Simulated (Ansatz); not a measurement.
# SnBH₄ radical: functionals against CCSD(T) at one geometry

The atoms stand at a structure displaced at random from a GFN2-xTB minimum. How far do the functionals agree with CCSD(T) there?

Program: Ansatz 0.2.0, Gaussian basis. Level of theory: single points in def2-TZVPP. These are calculated values, not measurements.

Cores are frozen in the correlated methods. Filled d shells of the heavier atoms are correlated. Core potentials replace the inner electrons past krypton, and spin-orbit coupling is left out. Orbitals are unrestricted.

**1. Where the work starts**

6 atoms, charge 0, spin multiplicity 2.

Atoms are counted from 1 here; the program's logs count them from 0.

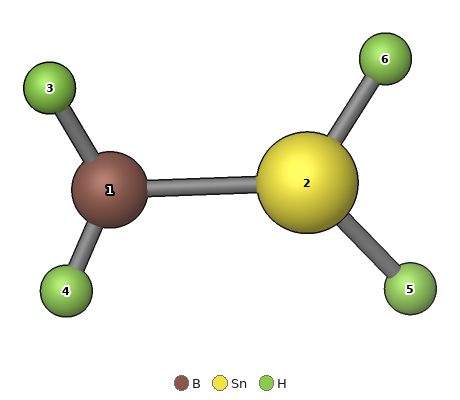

The starting geometry (boron brown, tin yellow, hydrogen green); atoms are numbered from 1 in the order of the file.

Geometry (Å):

```xyz
6
BH4Sn
B     0.0778   -1.1562    0.2662
Sn    0.1574    1.0616    0.0189
H    -0.1903   -1.6236    1.5530
H     0.5768   -1.8204   -0.6667
H     0.2246    1.9752   -1.5286
H    -0.6888    2.1272    0.9676
```

**2. CCSD(T)/def2-TZVPP**

run/in.yaml

```yaml
crystal:
  periodic: [false, false, false]
  atoms:
    - {symbol: B, position_ang: [0.077800, -1.156200, 0.266200]}
    - {symbol: Sn, position_ang: [0.157400, 1.061600, 0.018900]}
    - {symbol: H, position_ang: [-0.190300, -1.623600, 1.553000]}
    - {symbol: H, position_ang: [0.576800, -1.820400, -0.666700]}
    - {symbol: H, position_ang: [0.224600, 1.975200, -1.528600]}
    - {symbol: H, position_ang: [-0.688800, 2.127200, 0.967600]}
basis:
  gaussian: {orbitals: def2-TZVPP}
magnetization: {spin_polarized: true, initial_magnetization: 1}
correlation: {method: ccsd_t}
scf: {omitted_lower_state_checks: [cluster_reference]}
output: {forces: true}
```

The command line of these runs was not kept.

**3. PBE0-D4/def2-TZVPP**

Edit run/in.yaml of step 2 so:

```diff
@@ -12,4 +12,3 @@
 magnetization: {spin_polarized: true, initial_magnetization: 1}
-correlation: {method: ccsd_t}
-scf: {omitted_lower_state_checks: [cluster_reference]}
-output: {forces: true}
+hamiltonian: {xc: pbe0, dispersion: d4}
+output: {forces: true, orbitals: {seedname: orbitals}}
```

**4. wB97M-V/def2-TZVPP**

Edit run/in.yaml of step 3 so:

```diff
@@ -12,3 +12,3 @@
 magnetization: {spin_polarized: true, initial_magnetization: 1}
-hamiltonian: {xc: pbe0, dispersion: d4}
-output: {forces: true, orbitals: {seedname: orbitals}}
+hamiltonian: {xc: {name: wB97M-V}}
+output: {forces: true}
```

**5. r2SCAN-D4/def2-TZVPP**

Edit run/in.yaml of step 4 so:

```diff
@@ -12,3 +12,3 @@
 magnetization: {spin_polarized: true, initial_magnetization: 1}
-hamiltonian: {xc: {name: wB97M-V}}
+hamiltonian: {xc: r2scan, dispersion: d4}
 output: {forces: true}
```

**6. PBE-D4/def2-TZVPP**

Edit run/in.yaml of step 5 so:

```diff
@@ -12,3 +12,3 @@
 magnetization: {spin_polarized: true, initial_magnetization: 1}
-hamiltonian: {xc: r2scan, dispersion: d4}
+hamiltonian: {xc: pbe, dispersion: d4}
 output: {forces: true}
```

**7. SPW92/def2-TZVPP**

Edit run/in.yaml of step 6 so:

```diff
@@ -12,3 +12,3 @@
 magnetization: {spin_polarized: true, initial_magnetization: 1}
-hamiltonian: {xc: pbe, dispersion: d4}
+hamiltonian: {xc: lda}
 output: {forces: true}
```

**8. LC-wPBE/def2-TZVPP**

Edit run/in.yaml of step 7 so:

```diff
@@ -12,3 +12,3 @@
 magnetization: {spin_polarized: true, initial_magnetization: 1}
-hamiltonian: {xc: lda}
+hamiltonian: {xc: {name: LC-wPBE}}
 output: {forces: true}
```

(Steps that only read results are left out.)

Q: Predict the outcome of this session. Wanted: energy less free atoms, CCSD(T)/def2-TZVPP; RMS force component; RMS force error; HOMO and LUMO, PBE0-D4; T1 diagnostic.

The runs gave:

| quantity | value |
| --- | --- |
| energy less free atoms, CCSD(T)/def2-TZVPP | -337.8 kcal/mol |
| RMS force component | 0.931 to 1.023 eV/Å over the methods |
| RMS force error | PBE0-D4 0.078, wB97M-V 0.046, r2SCAN-D4 0.080, PBE-D4 0.174, SPW92 0.178, LC-wPBE 0.090 eV/Å |
| HOMO and LUMO, PBE0-D4 | -6.08 and -3.36 eV |
| T1 diagnostic | 0.021 |

**Reading.** Against CCSD(T) the functionals' energies less atoms differ by -53.6 to -2.9 kcal/mol, PBE-D4 by -9.4 kcal/mol. A larger basis would deepen the CCSD(T) value, while the functionals are nearly converged already, so the order here is not reliable. The forces of wB97M-V come nearest to CCSD(T), those of SPW92 are farthest. Frozen-core CCSD(T) forces in triple zeta carry basis errors of their own, and this is one geometry, so small gaps rank nothing.
